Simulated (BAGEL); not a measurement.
# CH7AlN− (SMILES C[NH][AlH3-]) at HF/cc-pVDZ (density fitting with qzvpp-jkfit)

What is the vertical singlet–triplet gap of CH7AlN− at HF/cc-pVDZ (density fitting with qzvpp-jkfit)? 

The results are computed with BAGEL 1.2.2.

**1. The system as given**

The species is CH7AlN− (10 atoms), typed as a singlet with charge -1. As SMILES, `C[NH][AlH3-]`. The shape comes from GFN2-xTB, which is rough for such elements, and wasn't checked as a minimum.

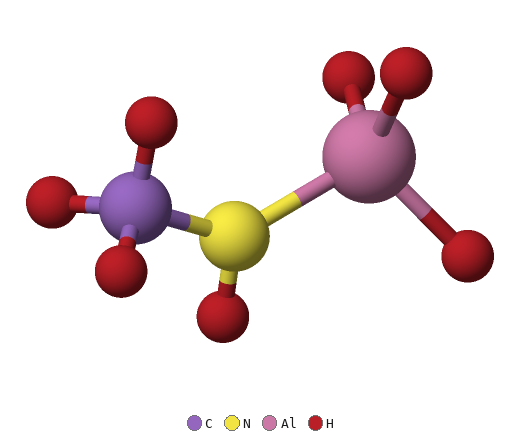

Viewed from a chosen angle; carbon purple, nitrogen yellow, aluminium pink, hydrogen red.

**2. A single-point energy at HF/cc-pVDZ (density fitting with qzvpp-jkfit)**

job.json

```json
{ "bagel" : [

{
  "title" : "molecule",
  "basis" : "cc-pvdz.json",
  "df_basis" : "qzvpp-jkfit",
  "angstrom" : true,
  "geometry" : [
    { "atom" : "C", "xyz" : [   -0.123090,    0.632070,   -1.350150 ] },
    { "atom" : "N", "xyz" : [   -0.545150,    0.059290,   -0.102870 ] },
    { "atom" : "Al", "xyz" : [    0.365670,   -0.636120,    1.341020 ] },
    { "atom" : "H", "xyz" : [   -0.439620,    0.042860,   -2.233040 ] },
    { "atom" : "H", "xyz" : [   -0.497040,    1.662550,   -1.503560 ] },
    { "atom" : "H", "xyz" : [    0.966450,    0.671300,   -1.351810 ] },
    { "atom" : "H", "xyz" : [   -1.561440,    0.035010,   -0.063020 ] },
    { "atom" : "H", "xyz" : [    0.643850,   -2.221140,    1.133870 ] },
    { "atom" : "H", "xyz" : [   -0.587960,   -0.390840,    2.634380 ] },
    { "atom" : "H", "xyz" : [    1.778340,    0.145010,    1.495190 ] }
  ]
},
{ "title" : "hf", "charge" : -1 },
{ "title" : "print", "file" : "orbitals.molden", "orbitals" : true }

]}
```

The basis set cc-pVDZ is read from a file made from the Basis Set Exchange's data (not shown).

Started as:

```sh
$ BAGEL_NUM_THREADS=1 BAGEL job.json > job.out
```

Standard output:

```text
* using 1 threads per process

  ===============================================================
  ===============================================================

  *** Geometry ***

  { "atom" : "C", "xyz" : [     -0.232606,      1.194439,     -2.551414 ] },
  { "atom" : "N", "xyz" : [     -1.030184,      0.112042,     -0.194396 ] },
  { "atom" : "Al", "xyz" : [      0.691016,     -1.202093,      2.534161 ] },
  { "atom" : "H", "xyz" : [     -0.830761,      0.080994,     -4.219834 ] },
  { "atom" : "H", "xyz" : [     -0.939269,      3.141764,     -2.841317 ] },
  { "atom" : "H", "xyz" : [      1.826326,      1.268573,     -2.554551 ] },
  { "atom" : "H", "xyz" : [     -2.950694,      0.066159,     -0.119091 ] },
  { "atom" : "H", "xyz" : [      1.216700,     -4.197346,      2.142704 ] },
  { "atom" : "H", "xyz" : [     -1.111083,     -0.738581,      4.978257 ] },
  { "atom" : "H", "xyz" : [      3.360576,      0.274029,      2.825500 ] },

  Number of auxiliary basis functions:      406

  Since a DF basis is specified, we compute 2- and 3-index integrals:
    o Being stored without compression. Storage requirement is 0.021 GB

  Number of basis functions:       81
  Number of electrons      :       33

    * METHOD: MOLECULE                             0.13

  *** RHF ***

  === Nuclear Repulsion ===
   106.0421451361

      * DIIS with orbital gradients will be used.

  === RHF iteration (cc-pvdz.json) ===
      0       -338.09190627          0.01900433           0.03
      1       -338.24280393          0.01248629           0.03
      2       -338.31536885          0.00148450           0.03
      3       -338.31702064          0.00029321           0.03
      4       -338.31706890          0.00008845           0.03
      5       -338.31707314          0.00001837           0.03
      6       -338.31707349          0.00000555           0.03
      7       -338.31707353          0.00000100           0.03
      8       -338.31707353          0.00000034           0.03
      9       -338.31707353          0.00000012           0.03
     10       -338.31707353          0.00000004           0.03
     11       -338.31707353          0.00000001           0.03
    * SCF iteration converged.

    * Permanent dipole moment:
           (    0.789679,    -0.879831,     1.851517) a.u.

    * METHOD: HF                                   0.42

    * METHOD: PRINT                                0.01

  ===============================================================
```

Run time: 0.77 s. Hardware: 1 thread of AMD EPYC 9R45 (Zen 5), shared host; peak memory 0.092 GiB.

**3. The triplet**

input.json

```json
{ "bagel" : [

{
  "title" : "molecule",
  "basis" : "cc-pvdz.json",
  "df_basis" : "qzvpp-jkfit",
  "angstrom" : true,
  "geometry" : [
    { "atom" : "C", "xyz" : [      -0.123090,       0.632070,      -1.350150 ] },
    { "atom" : "N", "xyz" : [      -0.545150,       0.059290,      -0.102870 ] },
    { "atom" : "Al", "xyz" : [       0.365670,      -0.636120,       1.341020 ] },
    { "atom" : "H", "xyz" : [      -0.439620,       0.042860,      -2.233040 ] },
    { "atom" : "H", "xyz" : [      -0.497040,       1.662550,      -1.503560 ] },
    { "atom" : "H", "xyz" : [       0.966450,       0.671300,      -1.351810 ] },
    { "atom" : "H", "xyz" : [      -1.561440,       0.035010,      -0.063020 ] },
    { "atom" : "H", "xyz" : [       0.643850,      -2.221140,       1.133870 ] },
    { "atom" : "H", "xyz" : [      -0.587960,      -0.390840,       2.634380 ] },
    { "atom" : "H", "xyz" : [       1.778340,       0.145010,       1.495190 ] }
  ]
},

{
  "title" : "uhf",
  "charge" : -1,
  "nopen" : 2
},

{
  "title" : "print",
  "file" : "orbitals.molden",
  "orbitals" : true
}

]}
```

The basis set cc-pVDZ is read from a file made from the Basis Set Exchange's data (not shown).

Started as:

```sh
$ BAGEL_NUM_THREADS=1 BAGEL input.json > input.out
```

Standard output:

```text
* using 1 threads per process

  ===============================================================
  ===============================================================

  *** Geometry ***

  { "atom" : "C", "xyz" : [     -0.232606,      1.194439,     -2.551414 ] },
  { "atom" : "N", "xyz" : [     -1.030184,      0.112042,     -0.194396 ] },
  { "atom" : "Al", "xyz" : [      0.691016,     -1.202093,      2.534161 ] },
  { "atom" : "H", "xyz" : [     -0.830761,      0.080994,     -4.219834 ] },
  { "atom" : "H", "xyz" : [     -0.939269,      3.141764,     -2.841317 ] },
  { "atom" : "H", "xyz" : [      1.826326,      1.268573,     -2.554551 ] },
  { "atom" : "H", "xyz" : [     -2.950694,      0.066159,     -0.119091 ] },
  { "atom" : "H", "xyz" : [      1.216700,     -4.197346,      2.142704 ] },
  { "atom" : "H", "xyz" : [     -1.111083,     -0.738581,      4.978257 ] },
  { "atom" : "H", "xyz" : [      3.360576,      0.274029,      2.825500 ] },

  Number of auxiliary basis functions:      406

  Since a DF basis is specified, we compute 2- and 3-index integrals:
    o Being stored without compression. Storage requirement is 0.021 GB

  Number of basis functions:       81
  Number of electrons      :       33

    * METHOD: MOLECULE                             0.13

  *** Open-shell HF ***

  === Nuclear Repulsion ===
   106.0421451361

      * DIIS with orbital gradients will be used.

  === UHF iteration (cc-pvdz.json) ===
      0       -337.78109564          0.03831764           0.06
      1       -337.89922951          0.03972193           0.07
      2       -337.96324477          0.03024788           0.06
      3       -338.11755926          0.00474375           0.06
      4       -338.13443334          0.00288673           0.06
      5       -338.14278482          0.00192554           0.06
      6       -338.14741065          0.00109522           0.06
      7       -338.14829895          0.00058072           0.06
      8       -338.14907694          0.00046946           0.06
      9       -338.14935444          0.00018105           0.06
     10       -338.14943238          0.00008055           0.06
     11       -338.14945738          0.00005307           0.06
     12       -338.14946383          0.00002569           0.06
     13       -338.14946638          0.00001703           0.06
     14       -338.14946735          0.00000702           0.06
     15       -338.14946761          0.00000303           0.06
     16       -338.14946768          0.00000152           0.06
     17       -338.14946769          0.00000079           0.06
     18       -338.14946770          0.00000036           0.06
     19       -338.14946770          0.00000013           0.06
     20       -338.14946770          0.00000007           0.06
     21       -338.14946770          0.00000005           0.06
     22       -338.14946770          0.00000003           0.06
     23       -338.14946770          0.00000001           0.06
     24       -338.14946770          0.00000001           0.06
    * SCF iteration converged.

    * S^2 (UHF) is 2.0122

    * Permanent dipole moment:
           (   -0.337191,    -1.058199,     2.103530) a.u.

    * METHOD: UHF                                  1.58

    * METHOD: PRINT                                0.01

  ===============================================================
```

Wall time 1.9 s (1 thread of AMD EPYC 9R45 (Zen 5), shared host); peak memory 0.093 GiB.

**4. Outcome**

At HF/cc-pVDZ (density fitting with qzvpp-jkfit):

| quantity | value |
| --- | --- |
| singlet: total energy | -338.31707 Eh |
| singlet: HOMO energy | -3.84 eV |
| singlet: LUMO energy | 8.63 eV |
| singlet: HOMO–LUMO gap | 12.47 eV |
| triplet: total energy | -338.14947 Eh |
| triplet: ⟨S²⟩ | 2.012 |
| vertical energy of the triplet above the singlet | 4.561 eV |

In words: At this shape the triplet lies 4.56 eV (440 kJ/mol) above the singlet. For an anion a state so high probably lies above electron detachment.
